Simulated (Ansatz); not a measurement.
# BrH₅O₂Si: search for a transition state

Wanted: the transition state of a four-centre ligand exchange (form Si1–O7, Br2–H6 and break Si1–Br2, H6–O7). The guess is relaxed with those distances held, a saddle search follows, and vibrations and two downhill relaxations check it.

Computed with Ansatz 0.2.0, Gaussian basis. Level: PBE0-D4, def2-SVP first, then def2-TZVP.

152 further runs of the same task are left out: 152 set aside as unsound or not needed. Runs told in other sessions of the task aren't counted.

**1. Where the work starts**

The guess: 9 atoms, charge 0, spin multiplicity 1.

Atoms are counted from 1 here; the program's logs count them from 0.

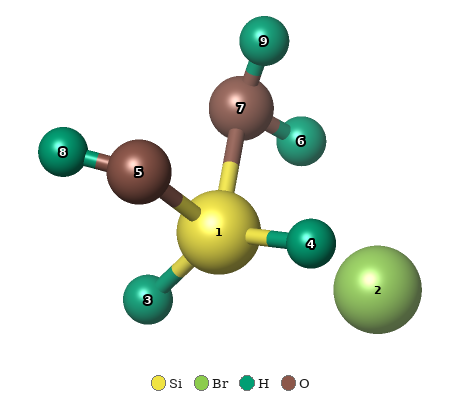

Start geometry, drawn with silicon yellow, bromine green, hydrogen teal, oxygen brown; atoms are numbered from 1 in the order of the file.

As a file:

```
Si   -0.57840   -0.17670    0.27330
Br    0.85320   -2.50490   -0.07170
H    -1.37420   -0.71780   -0.80610
H    -0.27970   -0.42450    1.66220
O    -1.10140    1.34510    0.53870
H     1.41100   -0.66080   -0.66740
O     0.99280    0.27790   -0.62400
H    -1.48400    1.93160   -0.10780
H     1.56060    0.93020   -0.19730
```

Distances that are to change: Si1–O7 1.87 Å, Br2–H6 2.02 Å, Si1–Br2 2.75 Å, H6–O7 1.03 Å.

**2. Constrained relaxation of the guess**

File hold/in.yaml:

```yaml
crystal:
  periodic: [false, false, false]
  atoms:
    - {symbol: Si, position_ang: [-0.578400, -0.176700, 0.273300]}
    - {symbol: Br, position_ang: [0.853200, -2.504900, -0.071700]}
    - {symbol: H, position_ang: [-1.374200, -0.717800, -0.806100]}
    - {symbol: H, position_ang: [-0.279700, -0.424500, 1.662200]}
    - {symbol: O, position_ang: [-1.101400, 1.345100, 0.538700]}
    - {symbol: H, position_ang: [1.411000, -0.660800, -0.667400]}
    - {symbol: O, position_ang: [0.992800, 0.277900, -0.624000]}
    - {symbol: H, position_ang: [-1.484000, 1.931600, -0.107800]}
    - {symbol: H, position_ang: [1.560600, 0.930200, -0.197300]}
basis:
  gaussian: {orbitals: def2-SVP}
hamiltonian: {xc: pbe0, dispersion: d4}
relax: {f_tol: 0.04, max_steps: 150, escape_saddle: false, constraints: [{distance: [0, 6]}, {distance: [1, 5]}, {distance: [0, 1]}, {distance: [5, 6]}]}
```

Launch:

```bash
ansatz run in.yaml --threads 4 --pin off --events-out ev --progress --plain --max-ram 9574MiB
```

What it wrote, cut to the lines that bear on the results:

```text
Functional definition: PBE0
  name "PBE0"
  cite "Adamo & Barone, J. Chem. Phys. 110, 6158 (1999) doi:10.1063/1.478522"
  cite "Perdew, Burke & Ernzerhof, Phys. Rev. Lett. 77, 3865 (1996) doi:10.1103/PhysRevLett.77.3865"
  parent pbe
[...]
1050 factors; integrals over basis functions are off by at most 5.0e-4 eV
[...]
mean field -82070.95928197 eV, -3016.0521239182 hartree, gradient 1.0e-5 eV, S^2 0.000000; 0 other end points of the search recorded, 0 dependent functions left out
[...]
reference -82070.95930589 eV, -3016.0521247973 hartree; 35, 35 occupied and 68, 68 virtual orbitals, 1050 factors
relax step   1: F+E_penalty+E_count = -82071.11195579 eV  Δ(F+E_penalty+E_count) = +0.000e0 eV  max|allowed force component| = 1.208e0 eV/Å  Δτ_max = 0.0000 Å  (24 SCF iters, accepted)
[...]
relax step   7: F+E_penalty+E_count = -82071.26137184 eV  Δ(F+E_penalty+E_count) = -2.889e-3 eV  max|allowed force component| = 4.089e-2 eV/Å  Δτ_max = 0.0340 Å  (25 SCF iters, accepted)
[...]
relax step   8: F+E_penalty+E_count = -82071.26160765 eV  Δ(F+E_penalty+E_count) = -2.358e-4 eV  max|allowed force component| = 7.923e-3 eV/Å  Δτ_max = 0.0104 Å  (24 SCF iters, accepted)
  distance Si 0 - O 6 held at 1.865604 Å   reaction = +6.8994e-2 eV/Å
  distance Br 1 - H 5 held at 2.016607 Å   reaction = +1.3411e-1 eV/Å
  distance Si 0 - Br 1 held at 2.754817 Å   reaction = +3.7659e-2 eV/Å
  distance H 5 - O 6 held at 1.028558 Å   reaction = -4.2484e-2 eV/Å
1050 factors; integrals over basis functions are off by at most 5.8e-4 eV
[...]
mean field -82071.10905962 eV, -3016.0576281453 hartree, gradient 4.0e-5 eV, S^2 0.000000; 1 other end points of the search recorded, 0 dependent functions left out
[...]
reference -82071.10908359 eV, -3016.0576290261 hartree; 35, 35 occupied and 68, 68 virtual orbitals, 1050 factors
Total energy: -82071.26163162 eV, -3016.0632350627 hartree
Atom 0 at    -0.559462    -0.163264     0.296482 Å, force     0.079480    -0.016811    -0.039805 eV/Å
Atom 1 at     0.839396    -2.486457    -0.188275 Å, force     0.025299     0.153272    -0.023167 eV/Å
Atom 2 at    -1.523766    -0.749805    -0.655118 Å, force    -0.002097    -0.000034    -0.001697 eV/Å
Atom 3 at    -0.333395    -0.559288     1.695242 Å, force     0.004346    -0.000388    -0.000643 eV/Å
Atom 4 at    -1.004064     1.440773     0.496313 Å, force     0.002055     0.002728    -0.000417 eV/Å
Atom 5 at     1.497463    -0.628277    -0.613503 Å, force    -0.025747    -0.161641     0.029176 eV/Å
Atom 6 at     1.019139     0.282050    -0.592447 Å, force    -0.072830     0.024229     0.041667 eV/Å
Atom 7 at    -1.467816     1.857026    -0.236399 Å, force    -0.003860     0.002692    -0.001801 eV/Å
Atom 8 at     1.532406     1.007343    -0.202396 Å, force    -0.006647    -0.004045    -0.003312 eV/Å
Dipole moment:     0.025096     1.098321    -0.171114 e Å
```

Run time: 12 s. Hardware: 4 threads of Arm Neoverse V2, shared host.

Step by step: (the energy doesn't fall at every step)

| step | energy from step 1 (eV) | largest force component (eV/Å) |
| --- | --- | --- |
| 1 | 0.0000 | 1.2076 |
| 2 | -0.0956 | 0.7191 |
| 3 | -0.1191 | 0.2959 |
| 4 | -0.0983 | 0.5637 |
| 5 | -0.1435 | 0.0755 |
| 6 | -0.1465 | 0.1666 |
| 7 | -0.1494 | 0.0409 |
| 8 | -0.1497 | 0.0079 |

Close pairs (by a distance rule), those that changed most:

| bond | before (Å) | after (Å) | change (Å) |
| --- | --- | --- | --- |
| Si1–O5 | 1.631 | 1.676 | +0.046 |
| Si1–H3 | 1.446 | 1.476 | +0.030 |
| Si1–H4 | 1.442 | 1.471 | +0.029 |
| O5–H8 | 0.953 | 0.962 | +0.009 |
| O7–H9 | 0.964 | 0.970 | +0.006 |
| Si1–O7 | 1.866 | 1.866 | +0.000 |
| H6–O7 | 1.029 | 1.029 | +0.000 |

**3. A starting Hessian**

File hessian/in.yaml:

```yaml
crystal:
  periodic: [false, false, false]
  atoms:
    - {symbol: Si, position_ang: [-0.559462, -0.163264, 0.296482]}
    - {symbol: Br, position_ang: [0.839396, -2.486457, -0.188275]}
    - {symbol: H, position_ang: [-1.523766, -0.749805, -0.655118]}
    - {symbol: H, position_ang: [-0.333395, -0.559288, 1.695242]}
    - {symbol: O, position_ang: [-1.004064, 1.440773, 0.496313]}
    - {symbol: H, position_ang: [1.497463, -0.628277, -0.613503]}
    - {symbol: O, position_ang: [1.019139, 0.282050, -0.592447]}
    - {symbol: H, position_ang: [-1.467816, 1.857026, -0.236399]}
    - {symbol: H, position_ang: [1.532406, 1.007343, -0.202396]}
basis:
  gaussian: {orbitals: def2-SVP}
hamiltonian: {xc: pbe0, dispersion: d4}
phonons: {}
scf: {lower_state_search: off}
```

Launch:

```bash
ansatz run in.yaml --threads 4 --pin off --events-out ev --progress --plain --max-ram 9574MiB
```

What it wrote, cut to the lines that bear on the results:

```text
[... 5 set-up lines as earlier in the session ...]
[...]
1054 factors; integrals over basis functions are off by at most 3.7e-4 eV
[...]
mean field -82071.10906455 eV, -3016.0576283265 hartree, gradient 3.6e-6 eV, S^2 0.000000; 0 other end points of the search recorded, 0 dependent functions left out
[...]
reference -82071.10908853 eV, -3016.0576292078 hartree; 35, 35 occupied and 68, 68 virtual orbitals, 1054 factors
[... from here to the last solve, the lines of the solves are left out (53 solves) ...]
1054 factors; integrals over basis functions are off by at most 3.6e-4 eV
mean field -82071.10904545 eV, -3016.0576276244 hartree, gradient 2.2e-6 eV, S^2 0.000000; 0 other end points of the search recorded, 0 dependent functions left out
[...]
WARN: phonons: modes at or below zero, which the zero-point energy, F, S and C_V leave out: 1, the lowest at -108.63 cm⁻¹. A minimum has none, and a first-order saddle one
[...]
Atom 2 at    -1.523766    -0.749805    -0.655118 Å, force    -0.002106    -0.000034    -0.001689 eV/Å
Atom 3 at    -0.333395    -0.559288     1.695242 Å, force     0.004320    -0.000394    -0.000627 eV/Å
Atom 4 at    -1.004064     1.440773     0.496313 Å, force     0.002077     0.002726    -0.000409 eV/Å
Atom 5 at     1.497463    -0.628277    -0.613503 Å, force    -0.025734    -0.161642     0.029165 eV/Å
Atom 6 at     1.019139     0.282050    -0.592447 Å, force    -0.072864     0.024194     0.041690 eV/Å
Atom 7 at    -1.467816     1.857026    -0.236399 Å, force    -0.003883     0.002692    -0.001794 eV/Å
Atom 8 at     1.532406     1.007343    -0.202396 Å, force    -0.006645    -0.004045    -0.003314 eV/Å
Dipole moment:     0.025096     1.098320    -0.171115 e Å
Vibrations: -108.63 151.52 208.29 304.75 323.40 429.04 510.28 543.61 717.03 771.00 810.84 825.61 897.64 933.33 985.51 1365.69 2303.42 2359.64 2757.56 3808.76 3924.08 cm⁻¹, zero-point energy 1.545524 eV
Checks for a lower state left out: stability, starts, cluster_reference, orbital_swaps, neighbouring_geometries, increment
```

It took 43 s on 4 threads of Arm Neoverse V2, shared host.

The structure is not stationary yet, so these wavenumbers are no spectrum; the search needs only the force constants.

**4. Saddle search in the small basis**

The search itself is an outer loop (partitioned rational-function steps, Bofill update of the Hessian). Each step is one single-point run with forces. It stops when the largest force is under 0.04 eV/Å and the followed curvature is negative. The first step's input:

File presaddle/in.yaml:

```yaml
crystal:
  periodic: [false, false, false]
  atoms:
    - {symbol: Si, position_ang: [-0.559462, -0.163264, 0.296482]}
    - {symbol: Br, position_ang: [0.839396, -2.486457, -0.188275]}
    - {symbol: H, position_ang: [-1.523766, -0.749805, -0.655118]}
    - {symbol: H, position_ang: [-0.333395, -0.559288, 1.695242]}
    - {symbol: O, position_ang: [-1.004064, 1.440773, 0.496313]}
    - {symbol: H, position_ang: [1.497463, -0.628277, -0.613503]}
    - {symbol: O, position_ang: [1.019139, 0.282050, -0.592447]}
    - {symbol: H, position_ang: [-1.467816, 1.857026, -0.236399]}
    - {symbol: H, position_ang: [1.532406, 1.007343, -0.202396]}
basis:
  gaussian: {orbitals: def2-SVP}
hamiltonian: {xc: pbe0, dispersion: d4}
output: {forces: true}
scf: {lower_state_search: off}
```

Launch:

```bash
ansatz run in.yaml --threads 4 --pin off --events-out ev --progress --plain --max-ram 9574MiB
```

Step by step:

| step | energy (eV) | largest force (eV/Å) | followed curvature (eV/Å²) |
| --- | --- | --- | --- |
| 1 | -82071.26161 | 0.1616 | -0.47 |
| 2 | -82071.25820 | 0.1037 | -0.33 |
| 3 | -82071.25685 | 0.0491 | -0.09 |
| 4 | -82071.25421 | 0.2768 | -0.14 |
| 5 | -82071.25471 | 0.1518 | -0.56 |
| 6 | -82071.25526 | 0.1278 | -0.47 |
| 7 | -82071.25474 | 0.0663 | 0.03 |
| 8 | -82071.25430 | 0.0538 | 0.06 |
| 9 | -82071.25340 | 0.0609 | 0.06 |
| 10 | -82071.25206 | 0.0362 | 0.05 |
| 11 | -82071.24873 | 0.1463 | -0.02 |
| 12 | -82071.24548 | 0.1582 | -0.31 |
| 13 | -82071.24918 | 0.2629 | -1.04 |
| 14 | -82071.24981 | 0.0770 | -1.39 |
| 15 | -82071.24832 | 0.2291 | -1.65 |
| 16 | -82071.25103 | 0.0892 | -1.59 |
| 17 | -82071.24582 | 0.2614 | -1.69 |
| 18 | -82071.24852 | 0.0728 | -2.22 |
| 19 | -82071.25024 | 0.0673 | -2.22 |
| 20 | -82071.25139 | 0.0631 | -2.23 |
| 21 | -82071.25159 | 0.0812 | -2.18 |
| 22 | -82071.25101 | 0.2394 | -2.18 |
| 23 | -82071.25058 | 0.3399 | -2.22 |
| 24 | -82071.25133 | 0.1460 | -2.60 |
| 25 | -82071.25169 | 0.0814 | -2.55 |
| 26 | -82071.25200 | 0.0990 | -2.88 |
| 27 | -82071.25209 | 0.0424 | -2.86 |
| 28 | -82071.25228 | 0.0294 | -2.88 |

The 28 steps took 28 s in all (4 threads of Arm Neoverse V2, shared host).

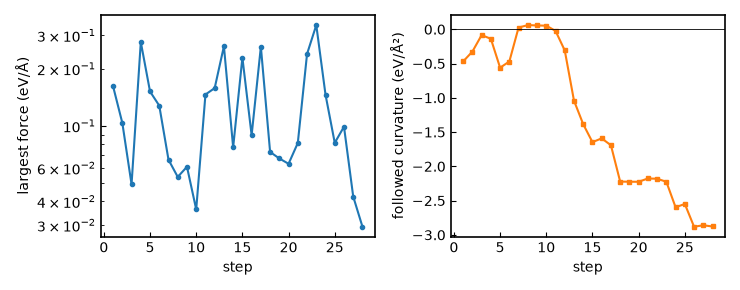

Largest force and followed curvature during the search.

**5. Saddle search in triple zeta**

A small driver takes partitioned rational-function steps: uphill along one mode, downhill along the rest. It calls the program once a step for energy and forces and updates the Hessian by Bofill's formula. It stops when the largest force is under 0.01 eV/Å and the followed curvature is negative. The first step's input:

File saddle/in.yaml:

```yaml
crystal:
  periodic: [false, false, false]
  atoms:
    - {symbol: Si, position_ang: [-0.533776, -0.294117, 0.273388]}
    - {symbol: Br, position_ang: [0.526793, -2.440862, -0.329034]}
    - {symbol: H, position_ang: [-1.747198, -0.739373, -0.466465]}
    - {symbol: H, position_ang: [-0.306901, -0.557944, 1.710947]}
    - {symbol: O, position_ang: [-0.833312, 1.382255, 0.321950]}
    - {symbol: H, position_ang: [1.810817, -0.446225, -0.495501]}
    - {symbol: O, position_ang: [1.145077, 0.271706, -0.516417]}
    - {symbol: H, position_ang: [-1.511914, 1.684550, -0.288637]}
    - {symbol: H, position_ang: [1.450315, 1.140111, -0.210331]}
basis:
  gaussian: {orbitals: def2-TZVP}
hamiltonian: {xc: pbe0, dispersion: d4}
output: {forces: true}
scf: {lower_state_search: off}
```

Launch:

```bash
ansatz run in.yaml --threads 4 --pin off --events-out ev --progress --plain --max-ram 9574MiB
```

The driver's record:

| step | energy (eV) | largest force (eV/Å) | followed curvature (eV/Å²) |
| --- | --- | --- | --- |
| 1 | -82087.86879 | 0.4062 | -2.88 |
| 2 | -82087.88420 | 0.3399 | -2.94 |
| 3 | -82087.88226 | 0.1087 | -2.50 |
| 4 | -82087.88325 | 0.1951 | -2.16 |
| 5 | -82087.88103 | 0.2780 | -0.08 |
| 6 | -82087.87761 | 0.3313 | -0.13 |
| 7 | -82087.87803 | 0.1500 | -0.38 |
| 8 | -82087.87972 | 0.1484 | -0.52 |
| 9 | -82087.88058 | 0.1788 | -0.40 |
| 10 | -82087.88051 | 0.1407 | -0.36 |
| 11 | -82087.88145 | 0.0853 | -0.64 |
| 12 | -82087.88145 | 0.1491 | -0.52 |
| 13 | -82087.88214 | 0.1721 | -0.50 |
| 14 | -82087.87945 | 0.5023 | -0.47 |
| 15 | -82087.88286 | 0.1397 | -1.31 |
| 16 | -82087.88314 | 0.0819 | -1.52 |
| 17 | -82087.88336 | 0.0351 | -1.57 |
| 18 | -82087.88347 | 0.0637 | -1.76 |
| 19 | -82087.88343 | 0.0450 | -0.79 |
| 20 | -82087.88348 | 0.0271 | -0.25 |
| 21 | -82087.88313 | 0.1661 | -0.63 |
| 22 | -82087.88356 | 0.0127 | -0.71 |
| 23 | -82087.88357 | 0.0066 | -0.12 |

The 23 steps took 51 s in all (4 threads of Arm Neoverse V2, shared host).

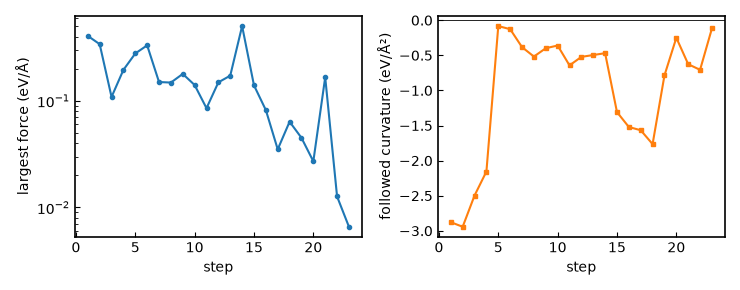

Largest force and followed curvature during the search.

Geometry at the end of the search:

```xyz
9
charge 0, multiplicity 1
Si   -0.50973   -0.26934    0.23382
Br    0.50224   -2.44247   -0.35621
H    -1.74199   -0.72864   -0.44871
H    -0.29754   -0.52806    1.66783
O    -0.78996    1.39343    0.20050
H     1.82629   -0.46659   -0.43206
O     1.16897    0.25230   -0.47253
H    -1.63265    1.65491   -0.16949
H     1.47426    1.13456   -0.22325
```

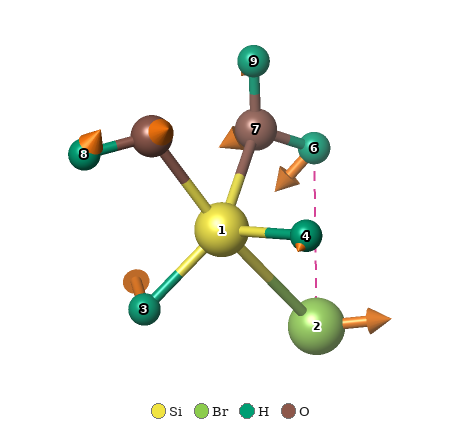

The point found; arrows show the followed mode. Pairs that react are joined by broken lines, hidden where the pair is close enough to be drawn as a bond.

**6. Checking the order of the point**

File vib/in.yaml:

```yaml
crystal:
  periodic: [false, false, false]
  atoms:
    - {symbol: Si, position_ang: [-0.509727, -0.269336, 0.233823]}
    - {symbol: Br, position_ang: [0.502238, -2.442467, -0.356211]}
    - {symbol: H, position_ang: [-1.741986, -0.728638, -0.448712]}
    - {symbol: H, position_ang: [-0.297535, -0.528063, 1.667831]}
    - {symbol: O, position_ang: [-0.789957, 1.393430, 0.200495]}
    - {symbol: H, position_ang: [1.826287, -0.466593, -0.432060]}
    - {symbol: O, position_ang: [1.168971, 0.252299, -0.472533]}
    - {symbol: H, position_ang: [-1.632648, 1.654911, -0.169487]}
    - {symbol: H, position_ang: [1.474258, 1.134557, -0.223247]}
basis:
  gaussian: {orbitals: def2-TZVP}
hamiltonian: {xc: pbe0, dispersion: d4}
phonons: {temperatures: {t_min: 298.15, t_max: 900, t_step: 200}}
```

Launch:

```bash
ansatz run in.yaml --threads 4 --pin off --events-out ev --progress --plain --max-ram 9574MiB
```

What it wrote, cut to the lines that bear on the results:

```text
[... 5 set-up lines as earlier in the session ...]
[...]
1203 factors; their error is unknown
[...]
mean field -82087.72782005 eV, -3016.6683563266 hartree, gradient 2.2e-5 eV, S^2 0.000000; 0 other end points of the search recorded, 0 dependent functions left out
[...]
reference -82087.72784776 eV, -3016.6683573450 hartree; 35, 35 occupied and 142, 142 virtual orbitals, 1203 factors
[... from here to the last solve, the lines of the solves are left out (53 solves) ...]
1203 factors; their error is unknown
mean field -82087.72779119 eV, -3016.6683552658 hartree, gradient 1.7e-6 eV, S^2 0.000000; 0 other end points of the search recorded, 0 dependent functions left out
[...]
WARN: phonons: modes at or below zero, which the zero-point energy, F, S and C_V leave out: 1, the lowest at -105.86 cm⁻¹. A minimum has none, and a first-order saddle one
[...]
Atom 0 at    -0.509727    -0.269336     0.233823 Å, force    -0.001046     0.000130     0.002056 eV/Å
Atom 1 at     0.502238    -2.442467    -0.356211 Å, force    -0.000429    -0.000914    -0.000345 eV/Å
Atom 2 at    -1.741986    -0.728638    -0.448712 Å, force    -0.000932    -0.000953    -0.000042 eV/Å
Atom 3 at    -0.297535    -0.528063     1.667831 Å, force     0.000399    -0.000763     0.001740 eV/Å
Atom 4 at    -0.789957     1.393430     0.200495 Å, force     0.001905     0.002060    -0.005038 eV/Å
Atom 5 at     1.826287    -0.466593    -0.432060 Å, force    -0.001284     0.001876    -0.000384 eV/Å
Atom 6 at     1.168971     0.252299    -0.472533 Å, force    -0.004901    -0.004477    -0.005643 eV/Å
Atom 7 at    -1.632648     1.654911    -0.169487 Å, force     0.002905    -0.003235     0.001064 eV/Å
Atom 8 at     1.474258     1.134557    -0.223247 Å, force     0.003383     0.006276     0.006593 eV/Å
Dipole moment:     0.287748     0.857108    -0.075793 e Å
Vibrations: -105.86 163.78 188.15 253.20 305.98 364.26 448.82 503.03 578.90 773.21 815.43 856.66 869.40 948.03 1015.96 1468.39 2218.72 2284.46 3608.28 3824.52 3940.90 cm⁻¹, zero-point energy 1.576463 eV
```

Wall time 2 min (4 threads of Arm Neoverse V2, shared host).

The modes, with what each moves most:

| mode | wavenumber (cm⁻¹) | character |
| --- | --- | --- |
| 1 | 106i | changes Si1–O7, Br2–H6, Si1–Br2 |
| 2 | 164 | torsion with Si–Br stretch |
| 3 | 188 | torsion with Si–Br stretch |
| 4 | 253 | bend |
| 5 | 306 | torsion with bend |
| 6 | 364 | torsion with bend |
| 7 | 449 | Si–O stretch with torsion |
| 8 | 503 | torsion |
| 9 | 579 | bend with torsion |
| 10 | 773 | Si–O stretch |
| 11 | 815 | bend |
| 12 | 857 | bend |
| 13 | 869 | bend with wag or twist |
| 14 | 948 | bend with wag or twist |
| 15 | 1016 | bend with wag or twist |
| 16 | 1468 | bend |
| 17 | 2219 | Si–H stretch |
| 18 | 2284 | Si–H stretch |
| 19 | 3608 | O–H stretch |
| 20 | 3825 | O–H stretch |
| 21 | 3941 | O–H stretch |

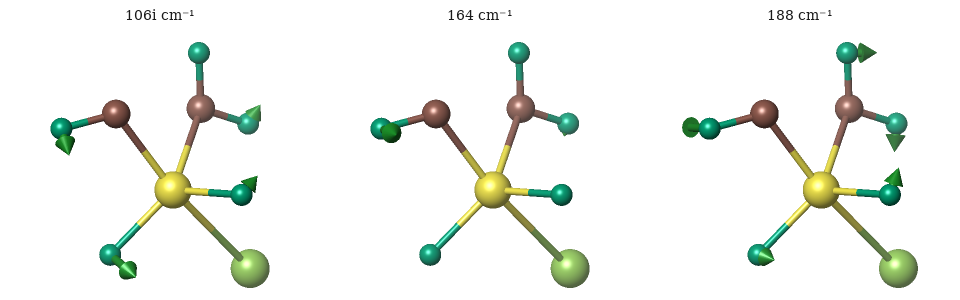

How the atoms move in 3 of the modes.

Vibrational sums (real modes only):

| T (K) | entropy (J/mol/K) | heat capacity (J/mol/K) |
| --- | --- | --- |
| 298 | 49.6 | 65.7 |
| 498 | 90.6 | 93.7 |
| 698 | 125.0 | 109.7 |
| 898 | 154.1 | 120.6 |

(Part 1 of 2 ends here.)
